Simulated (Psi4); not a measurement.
**N2H (dinitrogen monohydride): UCCSD/def2-TZVPPD**

Aim: the energy change on altering one bond length of N2H (dinitrogen monohydride) at UCCSD/def2-TZVPPD, from 2 runs. 

Program for the calculation: Psi4 1.11.

13 further runs of the same task are left out: 13 that didn't finish.

### Step 1. The molecule

The species is N2H (3 atoms), meant as a doublet with charge 0. SMILES: `[N]=N`. The shape is that of a PBE0-D4/def2-TZVP optimisation.

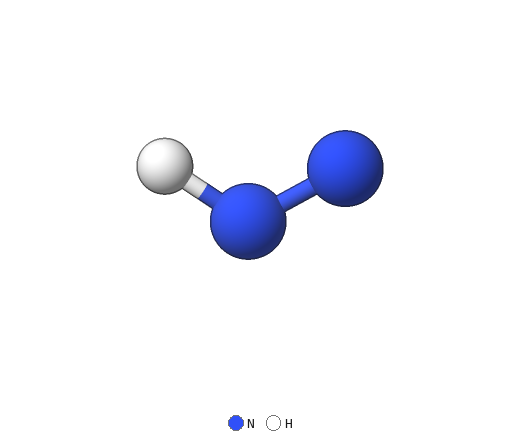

The structure, seen from a chosen angle (nitrogen blue, hydrogen white).

### Step 2. A single-point energy at UCCSD/def2-TZVPPD

The input, run.py:

```python
import psi4

psi4.set_memory(2200000000)
psi4.set_num_threads(1)
psi4.core.set_output_file('psi4.out', False)

mol = psi4.geometry("""
0 2
N      0.710530    -0.606720     0.326180
N     -0.268660    -0.217710    -0.170100
H     -0.441870     0.824430    -0.156080
units angstrom
symmetry c1
""")

psi4.set_options({
    'basis': 'def2-TZVPPD',
    'reference': 'uhf',
    'puream': True,
    'e_convergence': 1e-09,
    'd_convergence': 1e-08,
    'scf_type': 'pk',
    'num_frozen_docc': 2,
    'maxiter': 100,
})

energy_value, wavefunction = psi4.energy('ccsd', return_wfn=True)
print(f'ccsd energy: {energy_value:.10f} Eh')
```

Run with:

```
$ python run.py
```

psi4.out (excerpt; [...] marks lines left out):

```text
[...]
  Running in c1 symmetry.
[...]
  Nuclear repulsion =   27.719687010035415
[...]
  Multiplicity = 2
[...]
  Nalpha       = 8
  Nbeta        = 7
[...]
    Number of basis functions: 91
[...]
   @UHF iter   1:  -109.43451791511961   -7.49964e-01   2.39763e-03 DIIS/ADIIS
[...]
   @UHF iter  19:  -109.47327325699713   -4.70379e-12   6.41914e-09 DIIS
[...]
   @S^2 Observed:                8.488312822E-01
[...]
    Orbital Energies [Eh]
    ---------------------
    Alpha Occupied:
       1A    -15.660849     2A    -15.642700     3A     -1.426614
       4A     -0.912904     5A     -0.715610     6A     -0.637884
       7A     -0.573138     8A     -0.389584
    Alpha Virtual:
       9A      0.097228    10A      0.120360    11A      0.149701
      12A      0.181612    13A      0.215140    14A      0.230107
      15A      0.293755    16A      0.354235    17A      0.376270
      18A      0.385527    19A      0.407870    20A      0.411504
      21A      0.429930    22A      0.502811    23A      0.504946
      24A      0.539838    25A      0.553768    26A      0.599535
[...]
  @UHF Final Energy:  -109.47327325699713
   => Energetics <=
    Nuclear Repulsion Energy =             27.7196870100354147
    One-Electron Energy =                -203.1792721561988060
    Two-Electron Energy =                  65.9863118891662594
    Total Energy =                       -109.4732732569971319
  UHF NO Occupations:
  HONO-2 :    6  A 1.9937491
  HONO-1 :    7  A 1.9598177
[...]
 Multipole Moments:
 ------------------------------------------------------------------------------------
     Multipole            Electronic (a.u.)      Nuclear  (a.u.)        Total (a.u.)
 ------------------------------------------------------------------------------------
 L = 1.  Multiply by 2.5417464519 to convert [e a0] to [Debye]
 Dipole X            :          0.3980626           -0.6278990           -0.2298364
 Dipole Y            :         -0.4083422            1.1239941            0.7156518
 Dipole Z            :          0.0000000            0.0000000            0.0000000
 Magnitude           :                                                    0.7516531
[...]
      * MP2 total energy                      = -109.832707888405906
[...]
      * CCSD total energy                     = -109.853634525934993
```

Standard output:

```text
ccsd energy: -109.8536345259 Eh
```

Wall time 24 s (1 thread of AMD EPYC 9R45 (Zen 5), shared host); peak memory 0.99 GiB.

### Step 3. The distorted shape, same level

The input, hn2.inp:

```
memory 2.2 GB

molecule molecule1 {
  0 2
  N
  N 1 R2
  H 2 R3 1 A3

  R2 = 2.5623
  R3 = 1.056529
  A3 = 117.49315
  symmetry c1
  no_reorient
  no_com
}

set basis def2-TZVPPD
set reference uhf
set puream true
set e_convergence 1e-09
set d_convergence 1e-06
set scf_type pk
set num_frozen_docc 2
set maxiter 150
set damping_percentage 30
set guess sap

energy('ccsd')
```

Run with:

```
$ psi4 -i hn2.inp -o hn2.out -n 1
```

hn2.out (excerpt; [...] marks lines left out):

```text
[...]
  Running in c1 symmetry.
[...]
  Nuclear repulsion =   14.786656464740972
[...]
  Multiplicity = 2
[...]
  Nalpha       = 8
  Nbeta        = 7
[...]
    Number of basis functions: 91
[...]
   @UHF iter   1:  -107.21255805590019   -1.07213e+02   1.63699e-02 ADIIS/DIIS
[...]
   @UHF iter  47:  -109.38199098266588    6.80572e-10   6.40392e-09 DIIS/DAMP=30%
[...]
   @S^2 Observed:                2.745784566E+00
[...]
    Orbital Energies [Eh]
    ---------------------
    Alpha Occupied:
       1A    -15.658570     2A    -15.579655     3A     -1.151905
       4A     -0.916250     5A     -0.570596     6A     -0.559387
       7A     -0.559259     8A     -0.495025
    Alpha Virtual:
       9A      0.098002    10A      0.098645    11A      0.109111
      12A      0.160194    13A      0.215225    14A      0.263243
      15A      0.264555    16A      0.307114    17A      0.384075
      18A      0.385015    19A      0.398879    20A      0.403804
      21A      0.416745    22A      0.421894    23A      0.423094
      24A      0.455061    25A      0.465322    26A      0.566343
[...]
  @UHF Final Energy:  -109.38199098266588
   => Energetics <=
    Nuclear Repulsion Energy =             14.7866564647409717
    One-Electron Energy =                -178.0758008472774918
    Two-Electron Energy =                  53.9071533998706229
    Total Energy =                       -109.3819909826658829
  UHF NO Occupations:
  HONO-2 :    6  A 1.1625483
  HONO-1 :    7  A 1.0443844
[...]
 Multipole Moments:
 ------------------------------------------------------------------------------------
     Multipole            Electronic (a.u.)      Nuclear  (a.u.)        Total (a.u.)
 ------------------------------------------------------------------------------------
 L = 1.  Multiply by 2.5417464519 to convert [e a0] to [Debye]
 Dipole X            :         -0.3077689            0.8482767            0.5405078
 Dipole Y            :          1.2829399           -1.6010344           -0.3180945
 Dipole Z            :         -0.0000000            0.0000000           -0.0000000
 Magnitude           :                                                    0.6271624
[...]
      * MP2 total energy                      = -109.617558625968726
[...]
      * CCSD total energy                     = -109.653524404040354
[...]
```

Run time: 34 s. Hardware: 1 thread of AMD EPYC 9R45 (Zen 5), shared host; peak memory 0.99 GiB.

### Step 4. Summary of results

Level: UCCSD/def2-TZVPPD, 2 core orbitals frozen.

```
                                                                   quantity          value
                                                  first shape: total energy  -109.85363 Eh
    first shape: HOMO energy (Hartree–Fock orbitals) (highest over α and β)      -10.60 eV
     first shape: LUMO energy (Hartree–Fock orbitals) (lowest over α and β)        2.57 eV
                   first shape: correlation energy (2 core orbitals frozen)     -380.4 mEh
                             first shape: ⟨S²⟩ of the reference determinant          0.849
                                                 first shape: T1 diagnostic          0.056
                                              distorted shape: total energy  -109.65352 Eh
distorted shape: HOMO energy (Hartree–Fock orbitals) (highest over α and β)      -13.47 eV
 distorted shape: LUMO energy (Hartree–Fock orbitals) (lowest over α and β)        2.61 eV
               distorted shape: correlation energy (2 core orbitals frozen)     -271.5 mEh
                         distorted shape: ⟨S²⟩ of the reference determinant          2.746
                                             distorted shape: T1 diagnostic          0.019
          energy change with the N1–N2 bond stretched from 1.165 to 2.562 Å       5.445 eV
```

In words: With the N1–N2 bond stretched from 1.165 to 2.562 Å the energy rises by 5.45 eV (126 kcal/mol). The first shape isn't relaxed at this level, so the change isn't measured from a minimum. The T1 diagnostic (first shape) of 0.056 is above the customary mark for such species, so a single reference may not serve. ⟨S²⟩ (distorted shape) is 2.75 where a pure doublet has 0.75: the reference is spin-contaminated.
